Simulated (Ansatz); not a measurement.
**H₆SSiSn: Born-Oppenheimer dynamics**

What does H₆SSiSn do in its first 25 fs with a Langevin thermostat, with the temperature set to 1000 K?

Computed with Ansatz 0.2.0, Gaussian basis. Level: r2SCAN/def2-SVP.

### Step 1. Structure used throughout

The geometry comes from an earlier relaxation with PBE0-D4 in a triple-zeta def2 set; it is a stationary point, not always the lowest conformer. Sn takes the def2 core potential; no spin-orbit term is included.

SMILES `S[SiH2][SnH3]`, 9 atoms, charge 0, spin multiplicity 1.

Atoms are counted from 1 here; the program's logs count them from 0.

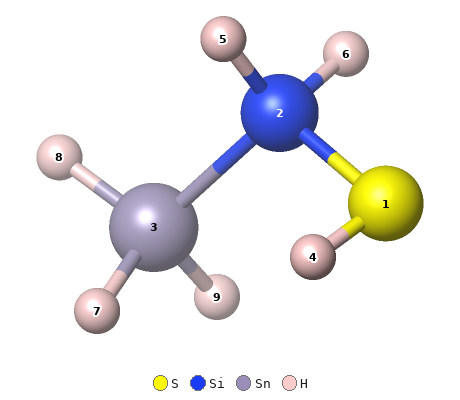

The geometry (sulfur yellow, silicon blue, tin purple, hydrogen pink); atoms are numbered from 1 in the order of the file.

### Step 2. Dynamics

The input, in.yaml:

```yaml
crystal:
  periodic: [false, false, false]
  atoms:
    - {symbol: S, position_ang: [-2.301981, 0.703844, -0.721499]}
    - {symbol: Si, position_ang: [-0.273865, 1.130048, -0.169413]}
    - {symbol: Sn, position_ang: [0.941848, -0.998608, 0.581008]}
    - {symbol: H, position_ang: [-1.983867, -0.254374, -1.608433]}
    - {symbol: H, position_ang: [0.463992, 1.791097, -1.280221]}
    - {symbol: H, position_ang: [-0.399459, 2.096559, 0.951454]}
    - {symbol: H, position_ang: [0.779429, -2.191489, -0.632489]}
    - {symbol: H, position_ang: [2.607780, -0.722591, 0.840958]}
    - {symbol: H, position_ang: [0.254724, -1.600787, 2.021436]}
basis:
  gaussian: {orbitals: def2-SVP}
hamiltonian: {xc: {name: r2SCAN}}
md: {timestep: 0.5 fs, n_steps: 50, ensemble: nvt_langevin, temperature: 1000, initial_velocities: maxwell_boltzmann, friction: 0.01, seed: 797}
```

Command:

```console
$ ansatz run in.yaml --threads 2 --pin off --events-out ev --progress --plain --max-ram 4352MiB
```

The log of the run, shortened:

```text
Functional definition: r2SCAN
  name "r2SCAN"
  cite "Furness, Kaplan, Ning, Perdew & Sun, J. Phys. Chem. Lett. 11, 8208 (2020) doi:10.1021/acs.jpclett.0c02405"
  cite "Furness, Kaplan, Ning, Perdew & Sun, J. Phys. Chem. Lett. 11, 9248 (2020) doi:10.1021/acs.jpclett.0c03077"
  parent r2scan
[...]
1040 factors; their error is unknown
[...]
mean field -24637.03022595 eV, -905.3941612249 hartree, gradient 1.3e-5 eV, S^2 0.000000; 0 other end points of the search recorded, 0 dependent functions left out
[...]
reference -24637.03023802 eV, -905.3941616683 hartree; 29, 29 occupied and 63, 63 virtual orbitals, 1040 factors
md step     0: t =     0.00 fs  T =   888.9 K  F+E_penalty+E_count = -24637.03022595 eV  E_kin = 1.034080 eV  (25 SCF iters)
[...]
md step    12: t =     6.00 fs  T =   654.4 K  F+E_penalty+E_count = -24636.78915533 eV  E_kin = 0.761264 eV  (28 SCF iters)
[...]
md step    24: t =    12.00 fs  T =   536.0 K  F+E_penalty+E_count = -24636.38404700 eV  E_kin = 0.623600 eV  (28 SCF iters)
[...]
md step    36: t =    18.00 fs  T =   697.7 K  F+E_penalty+E_count = -24636.63486874 eV  E_kin = 0.811653 eV  (27 SCF iters)
[...]
md step    48: t =    24.00 fs  T =   805.1 K  F+E_penalty+E_count = -24636.63556356 eV  E_kin = 0.936635 eV  (27 SCF iters)
[...]
md step    49: t =    24.50 fs  T =   855.7 K  F+E_penalty+E_count = -24636.67482737 eV  E_kin = 0.995473 eV  (26 SCF iters)
[...]
md step    50: t =    25.00 fs  T =   850.9 K  F+E_penalty+E_count = -24636.68370133 eV  E_kin = 0.989867 eV  (27 SCF iters)
Total energy: -24636.68371326 eV, -905.3814271182 hartree
Atom 0 at    -2.249437     0.693990    -0.596245 Å, force     0.562151     1.071447     1.033304 eV/Å
Atom 1 at    -0.154552     1.304123    -0.104229 Å, force    -0.827310     0.303198     0.928850 eV/Å
Atom 2 at     0.934749    -1.008077     0.516648 Å, force    -0.780054    -0.285775     0.099083 eV/Å
Atom 3 at    -1.936060    -0.128315    -1.569533 Å, force     0.344352    -0.737361    -0.855576 eV/Å
Atom 4 at     0.512104     2.081612    -1.220898 Å, force    -0.131819    -0.223687     0.269392 eV/Å
Atom 5 at    -0.411525     2.238071     1.134425 Å, force     0.299592    -0.631899    -1.004378 eV/Å
Atom 6 at    -0.016230    -1.806470    -0.696691 Å, force     0.382619    -0.173194    -0.075315 eV/Å
Atom 7 at     2.617562    -1.402442     0.413379 Å, force    -0.264014     0.169580    -0.003096 eV/Å
Atom 8 at     0.211882    -1.750069     1.953721 Å, force     0.414482     0.507691    -0.392266 eV/Å
Dipole moment:     0.357834     0.013581    -0.088284 e Å
```

It took 2.7 min on 2 threads of Arm Neoverse V1, shared host.

### Step 3. The trajectory

Every 4 steps, with energies from the start:

```
time (fs)  T (K)  potential (meV)  Sn3–H8 (Å)
      0.0    889              0.0       1.709
      2.0    675            208.6       1.600
      4.0    553            416.6       1.563
      6.0    654            241.1       1.645
      8.0    746            202.4       1.775
     10.0    642            414.5       1.887
     12.0    536            646.2       1.942
     14.0    585            566.2       1.921
     16.0    721            395.1       1.828
     18.0    698            395.4       1.676
     20.0    524            673.8       1.542
     22.0    480            716.9       1.528
     24.0    805            394.7       1.644
```

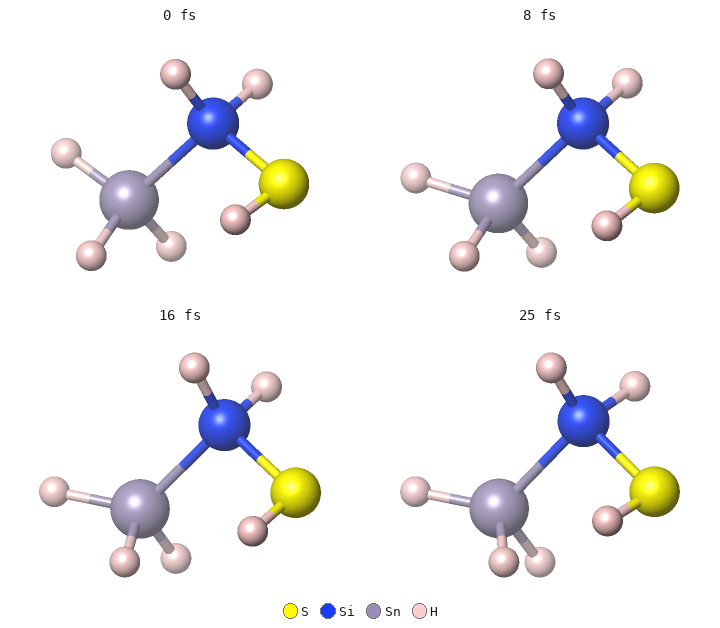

Four frames; sticks are those of the first frame.

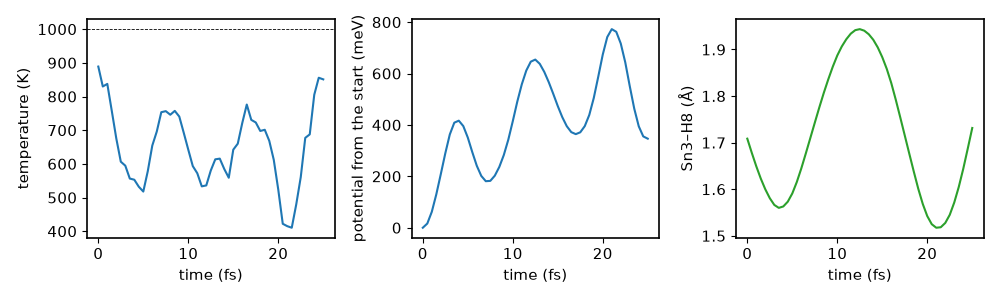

Temperature (the set value dashed), potential energy and the bond that swings most.

Positions (Å) and forces (eV/Å) at 25.0 fs:

```xyz
9

S    -2.249    0.694   -0.596    0.562    1.071    1.033
Si   -0.155    1.304   -0.104   -0.827    0.303    0.929
Sn    0.935   -1.008    0.517   -0.780   -0.286    0.099
H    -1.936   -0.128   -1.570    0.344   -0.737   -0.856
H     0.512    2.082   -1.221   -0.132   -0.224    0.269
H    -0.412    2.238    1.134    0.300   -0.632   -1.004
H    -0.016   -1.806   -0.697    0.383   -0.173   -0.075
H     2.618   -1.402    0.413   -0.264    0.170   -0.003
H     0.212   -1.750    1.954    0.414    0.508   -0.392
```

### Step 4. Results

```
                         quantity                          value
                           length             50 steps of 0.5 fs
temperature, first and last frame                     889, 851 K
         temperature, second half  mean 637 K, from 410 to 856 K
           swing of the potential                        773 meV
                  range of Sn3–H8               1.517 to 1.944 Å
```

**Reading.** From 889 K at the start the temperature swings between 410 and 889 K: with 9 atoms it has no steady value yet; starting near a minimum, about half of the kinetic energy flows into the potential. The first value differs from the one set because the log counts other degrees of freedom than the draw of velocities did. Sn3–H8 swings most, by 0.43 Å; no bond breaks. A run of 25 fs gives no averages.
